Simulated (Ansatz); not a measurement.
# How far to go with zone-centre phonons against the mesh: C (P6_3/mmc, 4 atoms in the cell)

```xyz
4
Lattice="1.2337 -2.1368 0.0000 1.2337 2.1368 0.0000 0.0000 0.0000 6.7301" Properties=species:S:1:pos:R:3 pbc="T T T"
C      0.0000     0.0000     1.6825
C      0.0000     0.0000     5.0476
C      1.2337     0.7123     1.6825
C      1.2337    -0.7123     5.0476
```

Method: PBEsol, default PAW files made with PBE (plane waves; Ansatz, a quantum-chemistry and plane-wave program).

Base settings: basis.ecutwfc = 420 eV; kpoints.mp_grid.grid = 15 15 5; hamiltonian.xc = pbesol; hamiltonian.pseudopotentials = {kind: paw} (the program's default PAW files); scf.occupations.method = gaussian; scf.occupations.width = 0.1 eV.

In this ladder: phonons.method = dfpt.

Frequencies are those of the unrelaxed cell, without the LO-TO term of polar crystals.

Only quantities that move along the ladder and can be compared are tabulated.

Core times come from one kind of shared machine, to one figure; runs under 30 s give none.

The starting cell has typed, rounded lattice constants, without a prior relaxation at this level. Its lattice was rescaled by up to half a per cent.

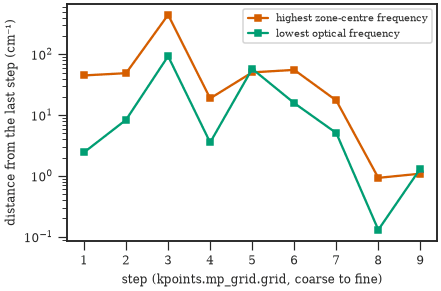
*Distance from the last step along the ladder; very small values are drawn at a floor.*

| kpoints.mp_grid.grid | highest zone-centre frequency (cm⁻¹) | lowest optical frequency (cm⁻¹) | core time / last (rough) |
|---|---|---|---|
| 4 4 2 | 1611.5 | 43.0 | – |
| 5 5 2 | 1615.6 | 49.0 | – |
| 6 6 2 | 1120.6 | -52.6 | – |
| 8 8 3 | 1585.5 | 44.1 | – |
| 9 9 3 | 1516.2 | -17.1 | – |
| 12 12 4 | 1511.2 | 24.8 | – |
| 18 18 6 | 1549.2 | 35.5 | 0.1 |
| 22 22 7 | 1565.7 | 40.5 | 0.2 |
| 28 28 9 | 1565.5 | 39.3 | 0.3 |
| 35 35 11 | 1566.6 | 40.6 | 1 |

Coarsest kpoints.mp_grid.grid that holds the highest zone-centre frequency within 5 cm⁻¹ of the last step, with all finer ones: 22 22 7, at about 0.2 of the last step's time; the step before is off by 17 cm⁻¹.

Coarsest kpoints.mp_grid.grid that holds the lowest optical frequency within 10 cm⁻¹ of the last step, with all finer ones: 18 18 6, at about 0.1 of the last step's time; the step before is off by 16 cm⁻¹.

Keys are those of Ansatz 0.2.
